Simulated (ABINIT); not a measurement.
# Quasiparticle gap of WS2 (Tungstenite) in ABINIT, part 3 of 3

How does a plane-wave GW calculation on WS2 (Tungstenite) run from the first input to the gap?

ABINIT 10.8.3; PBE and many-body steps on it, plane waves. Known limits of the many-body steps: not at the basis limit; no spin-orbit coupling; coarse k mesh.

So far. Step 3 (Bands along the symmetry lines): The gap is 0.981 eV, as in the run before at this level. Step 4 (Empty states on the mesh, 3×3×1 mesh, 429 bands): On this mesh the gap is 1.305 eV. The earlier step found 0.981 eV, so this mesh misses an edge.

**5. Screening, 3×3×1 mesh, 391 bands, screening to 179.6 eV**

The RPA dielectric matrix is built and inverted for each q.

This step: RPA screening on PBE, plane waves, norm-conserving pseudopotentials.

File run.abi:

```
acell 3*1.0 Angstrom
rprim 
  3.153199999992 0.000000000002 0.000000000000
  -1.576599999998 2.730751303206 0.000000000000
  0.000000000000 0.000000000000 12.323000000000
ntypat 2
znucl 74 16
natom 6
typat 1 1 2 2 2 2
xred 
  0.333333333333 0.666666666667 0.250000000000
  0.666666666667 0.333333333333 0.750000000000
  0.333333333333 0.666666666667 0.622500000000
  0.666666666667 0.333333333333 0.122500000000
  0.333333333333 0.666666666667 0.877500000000
  0.666666666667 0.333333333333 0.377500000000
pp_dirpath "pseudos"
pseudos "W.upf, S.upf"
ecut 31
ngkpt 3 3 1
nshiftk 1
shiftk 0 0 0
kptopt 1
chksymbreak 0
istwfk *1
occopt 1
irdwfk 1
optdriver 3
nband 391
ecuteps 6.6
inclvkb 2
awtr 1
symchi 1
indata_prefix "in"
outdata_prefix "out"
tmpdata_prefix "tmp"
```

Run with:

```sh
> OMP_NUM_THREADS=1 mpirun -n 8 abinit run.abi > log
```

Numbers of over 12 decimals in the logs are rounded to 6 here.

The program printed:

```text
.Version 10.8.3 of ABINIT. v10.8.2 released Aug 2026.

 Symmetries : space group P6_3/m m c (#194); Bravais hP (primitive hexag.)
[... echo of the input left out ...]
== DATASET  1 ==================================================================
-   mpi_nproc: 8, omp_nthreads: 1 (-1 if OMP is not activated)

--- !DatasetInfo
iteration_state: {dtset: 1, }
dimensions: {natom: 6, nkpt: 3, mband: 391, nsppol: 1, nspinor: 1, nspden: 1, mpw: 5917, }
cutoff_energies: {ecut:  31.0, pawecutdg:  -1.0, }
electrons: {nelect:   5.20000000E+01, charge:   0.00000000E+00, occopt:   1.00000000E+00, tsmear:   1.00000000E-02, }

 SCREENING: Calculation of the susceptibility and dielectric matrices

 Based on a program developped by R.W. Godby, V. Olevano, G. Onida, and L. Reining.
 Incorporated in ABINIT by V. Olevano, G.-M. Rignanese, and M. Torrent.
.Using double precision arithmetic ; gwpc =  8

[... cell and pseudopotentials left out ...]
--------------------------------------------------------------------------------

 ==== K-mesh for the wavefunctions ====
 Number of points in the irreducible wedge :     3
[... list of points left out ...]
 Together with 24 symmetry operations and time-reversal symmetry
 yields     9 points in the full Brillouin Zone.

 ==== Q-mesh for the screening function ====
 Number of points in the irreducible wedge :     3
[... list of points left out ...]
 Together with 24 symmetry operations and time-reversal symmetry
 yields     9 points in the full Brillouin Zone.

 setmesh: FFT mesh size selected  =    20x   20x   90
          total number of points  =        36000

 vcoul_init : cutoff-mode = AUXILIARY_FUNCTION
 q-points for optical limit:   1
     1)      0.000010    0.000020    0.000030

- screening: taking advantage of time-reversal symmetry
- Maximum band index for partially occupied states nbvw = 26
- Remaining bands to be divided among processors   nbcw = 365
- Number of bands treated by each node ~45

 Number of electrons calculated from density =   52.0000; Expected =   52.0000
 average of density, n =  0.072620
 r_s =    1.4869
 omega_plasma =   25.9946 [eV]

 calculating chi0 at frequencies [eV] :
  1    0.000000E+00    0.000000E+00
  2    0.000000E+00    2.599465E+01

--------------------------------------------------------------------------------
  q-point number  1        q = ( 0.000000, 0.000000, 0.000000) [r.l.u.]
--------------------------------------------------------------------------------
[... chi0 elements left out ...]
 For q-point:  0.000010 0.000020 0.000030
  dielectric constant =  17.3663
  dielectric constant without local fields =  19.4894

  Average fulfillment of the sum rule on Im[epsilon] for q-point    1 :     93.70  [%]
[... wings left out ...]
  q-point number  2        q = ( 0.333333, 0.000000, 0.000000) [r.l.u.]
--------------------------------------------------------------------------------
[... chi0 elements left out ...]
  Average fulfillment of the sum rule on Im[epsilon] for q-point    2 :     92.40  [%]

 [... 1 further q-points ...]
```

Elapsed: 62 s, on 8 MPI ranks of Arm Neoverse V2, shared host; peak memory 2.2 GiB.

This step gave:

```
ε∞ with local fields, on this mesh, along the program's q direction : 17.37
the same without local fields                                       : 19.49
plasma frequency                                                    : 25.99 eV
plane waves in the screening matrix                                 : 573
```

Local fields lower ε∞ by 11 %. On a Γ-centred mesh this coarse the value itself is usually too large, while a short band sum pulls it down.

**6. Self-energy, 3×3×1 mesh, 391 bands, screening to 179.6 eV**

The self-energy is evaluated for the states that the input lists, and the levels follow from it, in one-shot runs by the linearised quasiparticle equation.

This step: G0W0 on PBE, plane waves, norm-conserving pseudopotentials.

Edit run.abi of step 5 so:

```diff
@@ -27,8 +27,19 @@
 irdwfk 1
-optdriver 3
+optdriver 4
 nband 391
+gwcalctyp 0
+ecutsigx 31
+symsigma 1
+nkptgw 3
+kptgw 
+  0.0000000000 0.0000000000 0.0000000000
+  0.3333333333 0.0000000000 0.0000000000
+  0.3333333333 0.3333333333 0.0000000000
+bdgw 
+  13 30
+  13 30
+  13 30
 ecuteps 6.6
-inclvkb 2
-awtr 1
-symchi 1
+irdscr 1
+ppmodel 1
 indata_prefix "in"
```

The program printed:

```text
.Version 10.8.3 of ABINIT. v10.8.2 released Aug 2026.

 Symmetries : space group P6_3/m m c (#194); Bravais hP (primitive hexag.)
[... echo of the input left out ...]
== DATASET  1 ==================================================================
-   mpi_nproc: 8, omp_nthreads: 1 (-1 if OMP is not activated)

--- !DatasetInfo
iteration_state: {dtset: 1, }
dimensions: {natom: 6, nkpt: 3, mband: 391, nsppol: 1, nspinor: 1, nspden: 1, mpw: 5917, }
cutoff_energies: {ecut:  31.0, pawecutdg:  -1.0, }
electrons: {nelect:   5.20000000E+01, charge:   0.00000000E+00, occopt:   1.00000000E+00, tsmear:   1.00000000E-02, }

 SIGMA: Calculation of the GW corrections

 Based on a program developped by R.W. Godby, V. Olevano, G. Onida, and L. Reining.
 Incorporated in ABINIT by V. Olevano, G.-M. Rignanese, and M. Torrent.
.Using double precision arithmetic ; gwpc =  8

[... cell and pseudopotentials left out ...]
--------------------------------------------------------------------------------

 ==== K-mesh for the wavefunctions ====
 Number of points in the irreducible wedge :     3
[... list of points left out ...]
 Together with 24 symmetry operations and time-reversal symmetry
 yields     9 points in the full Brillouin Zone.

 ==== Q-mesh for screening function ====
 Number of points in the irreducible wedge :     3
[... list of points left out ...]
 Together with 24 symmetry operations and time-reversal symmetry
 yields     9 points in the full Brillouin Zone.

 vcoul_init : cutoff-mode = AUXILIARY_FUNCTION
 q-points for optical limit:   1
     1)      0.000010    0.000020    0.000030
 setmesh: FFT mesh size selected  =    25x   25x  120
          total number of points  =        75000

 Number of electrons calculated from density =   52.0000; Expected =   52.0000
 average of density, n =  0.072620
 r_s =    1.4869
 omega_plasma =   25.9946 [eV]

 === KS Band Gaps ===
  >>>> For spin  1
   Minimum direct gap =   1.8369 [eV], located at k-point      :   0.3333  0.3333  0.0000
   Fundamental gap    =   1.3050 [eV], Top of valence bands at :   0.0000  0.0000  0.0000
                                       Bottom of conduction at :   0.3333  0.3333  0.0000
 SIGMA fundamental parameters:
 PLASMON POLE MODEL  1
 number of plane-waves for SigmaX                 5885
 number of plane-waves for SigmaC and W            573
 number of plane-waves for wavefunctions          5885
 number of bands                                   391
 number of independent spin polarizations            1
 number of spinorial components                      1
 number of k-points in IBZ                           3
 number of q-points in IBZ                           3
 number of symmetry operations                      24
 number of k-points in BZ                            9
 number of q-points in BZ                            9
 number of frequencies for dSigma/dE                 9
 frequency step for dSigma/dE [eV]                0.25
 number of omega for Sigma on real axis              0
 max omega for Sigma on real axis  [eV]           0.00
 zcut for avoiding poles [eV]                     0.10

 EPSILON^-1 parameters (SCR file):
 dimension of the eps^-1 matrix on file            573
 dimension of the eps^-1 matrix used               573
 number of plane-waves for wavefunctions          5885
 number of bands                                   391
 number of q-points in IBZ                           3
 number of frequencies                               2
 number of real frequencies                          1
 number of imag frequencies                          1

 matrix elements of self-energy operator (all in [eV])

 Perturbative Calculation

--- !SelfEnergy_ee
iteration_state: {dtset: 1, }
kpoint     : [   0.000,    0.000,    0.000, ]
spin       : 1
KS_gap     :    2.311
QP_gap     :    2.825
Delta_QP_KS:    0.514
data: !SigmaeeData |
     Band     E0 <VxcDFT>   SigX SigC(E0)      Z dSigC/dE  Sig(E)    E-E0       E
       13   1.862 -12.369 -17.537   4.179   0.788  -0.269 -13.148  -0.779   1.083
       14   2.915 -13.271 -17.765   3.660   0.746  -0.340 -13.894  -0.622   2.293
       15   5.660 -12.175 -16.047   2.803   0.774  -0.292 -13.002  -0.827   4.833
       16   6.033 -15.098 -17.985   2.425   0.769  -0.300 -15.453  -0.356   5.677
       17   6.033 -15.098 -17.985   2.425   0.769  -0.300 -15.453  -0.356   5.677
       18   6.047 -15.115 -17.979   2.408   0.770  -0.299 -15.466  -0.351   5.696
       19   6.047 -15.115 -17.979   2.408   0.770  -0.299 -15.466  -0.351   5.696
       20   7.268 -15.437 -17.757   1.825   0.779  -0.283 -15.823  -0.386   6.882
       21   7.268 -15.437 -17.757   1.825   0.779  -0.283 -15.823  -0.386   6.882
       22   7.322 -15.516 -17.790   1.795   0.779  -0.283 -15.889  -0.373   6.948
[...]
--- !SelfEnergy_ee
iteration_state: {dtset: 1, }
kpoint     : [   0.333,    0.000,    0.000, ]
spin       : 1
KS_gap     :    3.414
QP_gap     :    3.999
Delta_QP_KS:    0.585
data: !SigmaeeData |
     Band     E0 <VxcDFT>   SigX SigC(E0)      Z dSigC/dE  Sig(E)    E-E0       E
[...]
--- !SelfEnergy_ee
iteration_state: {dtset: 1, }
kpoint     : [   0.333,    0.333,    0.000, ]
spin       : 1
KS_gap     :    1.837
QP_gap     :    2.517
Delta_QP_KS:    0.681
data: !SigmaeeData |
     Band     E0 <VxcDFT>   SigX SigC(E0)      Z dSigC/dE  Sig(E)    E-E0       E
[...]
26   8.977 -15.446 -16.647   0.929   0.782  -0.279 -15.658  -0.213   8.764
       27  10.814 -16.352 -11.240  -4.514   0.782  -0.279 -15.884   0.468  11.282
       28  10.814 -16.352 -11.240  -4.514   0.782  -0.279 -15.884   0.468  11.282
       29  11.562 -13.514  -8.731  -4.442   0.796  -0.256 -13.243   0.271  11.833
       30  12.791 -15.273  -9.800  -4.902   0.784  -0.276 -14.825   0.448  13.238

 New Fermi energy :        3.784816E-01 Ha ,    1.029901E+01 eV

 === QP Band Gaps ===
  >>>> For spin  1
   Minimum direct gap =   2.5174 [eV], located at k-point      :   0.3333  0.3333  0.0000
   Fundamental gap    =   1.9655 [eV], Top of valence bands at :   0.0000  0.0000  0.0000
                                       Bottom of conduction at :   0.3333  0.3333  0.0000

== END DATASET(S) ==============================================================
================================================================================

 -outvars: echo values of variables after computation  --------
           etotal      0.0000000000E+00
            nband         391
             nkpt           3
          spgroup         194
 [... the other variables as echoed above ...]

 Calculation completed.
```

Elapsed: 2.6 min, on 8 MPI ranks; peak memory 2.3 GiB.

This step gave:

* G0W0 gap on the points computed: 1.966 eV
* starting gap on the mesh: 1.305 eV
* k of the valence top: 0, 0, 0
* k of the conduction bottom: 0.3333, 0.3333, 0
* Z at the valence top: 0.781
* Z at the conduction bottom: 0.782
* least direct G0W0 gap on the computed points: 2.518 eV

The gap on the mesh goes from 1.31 eV to 1.97 eV, a correction of +0.66 eV. The start differs from the 0.98 eV found before because the two sample other k points.

Limits: finite bands, cutoff and mesh; no spin-orbit coupling; coarse k mesh. v1 is the top filled band, c1 the lowest empty one. The levels before and after the correction (eV, zero at the valence-band top of each column):

```
           conduction bottom  valence top
Kohn-Sham               1.31         0.00
     G0W0               1.97         0.00
```

```
                           level  energy (eV)
Kohn-Sham                   Γ v3       -1.516
Kohn-Sham                   Γ v2       -1.221
Kohn-Sham                   Γ v1        0.000
Kohn-Sham                Γ c1-c2        2.311
Kohn-Sham                   Γ c3        2.321
Kohn-Sham     (0.333 0.333 0) v3       -2.937
Kohn-Sham     (0.333 0.333 0) v2       -0.739
Kohn-Sham     (0.333 0.333 0) v1       -0.532
Kohn-Sham  (0.333 0.333 0) c1-c2        1.305
Kohn-Sham     (0.333 0.333 0) c3        2.054
     G0W0                   Γ v3       -2.005
     G0W0                   Γ v2       -1.286
     G0W0                   Γ v1        0.000
     G0W0                Γ c1-c2        2.825
     G0W0                   Γ c3        2.822
     G0W0     (0.333 0.333 0) v3       -3.357
     G0W0     (0.333 0.333 0) v2       -0.786
     G0W0     (0.333 0.333 0) v1       -0.552
     G0W0  (0.333 0.333 0) c1-c2        1.966
     G0W0     (0.333 0.333 0) c3        2.517
```

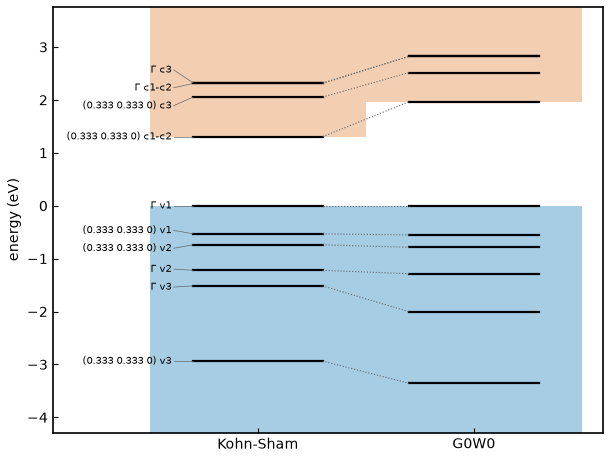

Levels before and after the correction. Shaded: valence and conduction bands.

**7. Where the time went**

Times are wall times on the hardware named with each run, good to a factor of about two.

```
                          step     time  share  memory (GiB)
                  ground state     24 s    2 %          0.69
bands along the symmetry lines     49 s    5 %           0.8
      empty states on the mesh   12 min   71 %          0.38
                     screening     62 s    6 %           2.2
                   self-energy  2.6 min   16 %           2.3
```

**8. Summary of results**

```yaml
pbe_gap: 0.98 eV, indirect
g0w0_gap_on_the_mesh: 1.97 eV
g0w0_gap_over_the_zone_rigid_shift: 1.64 eV
gw_settings: 3×3×1 mesh, 391 bands, screening to 179.6 eV, Godby-Needs plasmon pole
known_limits: not at the basis limit; no spin-orbit coupling; coarse k mesh
```

In words: G0W0 moves the gap on the mesh from 1.31 eV to 1.97 eV (+0.66 eV), with Z of 0.78 and 0.78 at the edges. The mesh misses the band edges by 0.32 eV in all; a rigid shift gives 1.64 eV for the zone. Local fields lower the RPA ε∞ on this mesh from 19.49 to 17.37; a Γ-centred mesh this coarse tends to raise both, most where the direct gap is narrow, while a short band sum lowers them. The dearest step here is «empty states on the mesh». Bands and cutoff are finite, so the gap is not at the basis limit. The miss can reach some tenths of an eV and take either sign; the mesh is an error of its own. A denser mesh or path gives a starting gap of 0.98 eV: the GW mesh misses a band edge, so its gaps are not the fundamental one. The 3×3×1 mesh is coarse for this cell, which bears on the long-range parts of exchange and screening. The many-body steps are scalar-relativistic: spin-orbit coupling is not in them.

[Paths, hosts, dates, memory and timing lines, banners, echoed tables and standing remarks are left out of the program output.]

[Logs are printed without paths, hosts, clocks, repeated set-up lines and the standing remarks that a program may print on its own settings, such as how far it seeks lower states.]

[Runs of the session that timed out or met a known fault of the program may be left out.]

[Hosts, paths, dates, database ids (printed as entryN), source tags and the programs' standing remarks are cut or masked in the printed files.]

[G0W0 gaps are taken among the corrected bands and points alone; a level outside them can change the order at an edge.]

[Where Ansatz stands beside ABINIT at settings called matched, ABINIT's density can come from a denser mesh and the files from another edition; pairs whose starting gaps differed by over 0.03 eV were left out, so agreement reads better than it is.]
